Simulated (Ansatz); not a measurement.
**ClH3OSi···HBr: density, localisation and related maps**

The calculation's input:

```
crystal:
  periodic: [false, false, false]
  atoms:
    - {symbol: Si, position_ang: [-0.660645, 0.161013, 0.077394]}
    - {symbol: Br, position_ang: [2.772026, -1.857919, 0.713168]}
    - {symbol: H, position_ang: [-0.617222, -1.097793, -0.697647]}
    - {symbol: H, position_ang: [-0.485900, -0.031452, 1.526532]}
    - {symbol: O, position_ang: [-2.063515, 0.967821, -0.121636]}
    - {symbol: H, position_ang: [2.491562, -0.588559, 0.125559]}
    - {symbol: Cl, position_ang: [0.932041, 1.290012, -0.612777]}
    - {symbol: H, position_ang: [-2.368246, 1.156877, -1.010495]}
basis:
  gaussian: {orbitals: def2-TZVPP}
hamiltonian: {xc: pbe0, dispersion: d4}
output: {orbitals: {seedname: orbitals}}
```

Command:

```sh
ansatz run in.yaml --threads 4 --pin off --events-out ev --progress --plain --max-ram 9574MiB
```

The product side of a reaction path; geometry: PBE0-D4/def2-TZVP; a saddle point, not a minimum.

These are results of Ansatz, RKS PBE0-D4/def2-TZVPP, not measurements.

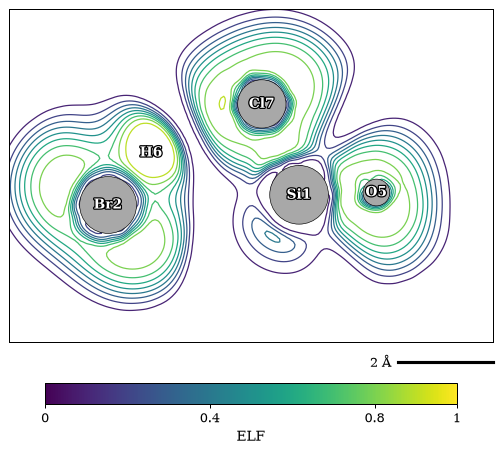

Figure 1. Electron localisation function on the plane of atoms O5, Si1 and Cl7. Grey discs cover the atomic cores.

Read the bonding off the picture.

The plane passes through Si, Br, O, H and Cl nuclei. Cl7···H6 (2.55 Å): the ELF dips to about 0.05 between them. Si–O (1.63 Å): the ELF peaks at about 0.90 between the atoms: a shared but strongly polarised pair. Si–Cl (2.07 Å): the ELF peaks at about 0.85 between the atoms; a shared but strongly polarised pair. Br–H (1.43 Å): the ELF climbs to about 1 towards the hydrogen, as it does in any bond to H. The ELF also peaks beside Br2, O5 and Cl7, away from the bonds: lone-pair regions.

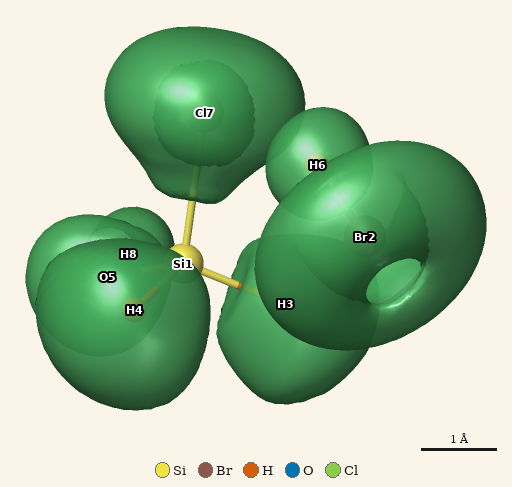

Figure 2. Isosurface of the ELF at 0.75 (green), seen at an oblique angle. Core shells and regions of very low density are left out.

Identify the bonds, lone pairs and shells in this picture.

At this value the surface marks out three regions around hydrogen nuclei, one region on Cl in which the atom's valence shell and bonds are merged, one ring or bowl of non-bonding electrons around Br and one joined region spread over several atoms (H, O), in which their bonds and any lone pairs are merged.

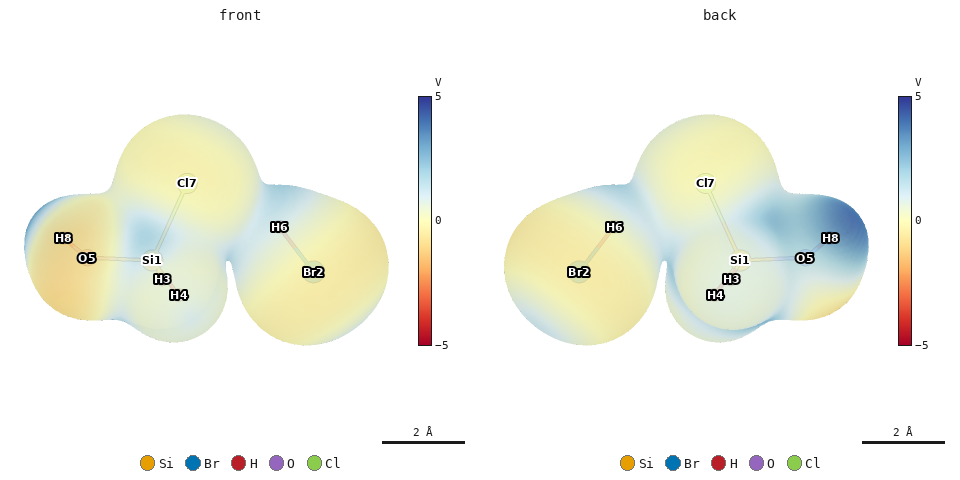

Figure 3. The molecular electrostatic potential painted on the density surface at 0.004 e/bohr³, seen from the front and from behind; red is negative and blue positive.

Which sites attract a positive test charge, and which a negative one?

A positive charge is drawn to the negative regions and a negative charge to the positive ones. The most negative region (about −1.1 V) lies over O5, the most positive (about +4.0 V) over H8. Br2 shows a σ-hole: about +1.2 V at the tip opposite its bond, against about −0.4 V on its flanks. O5 is the likeliest acceptor of a hydrogen bond.
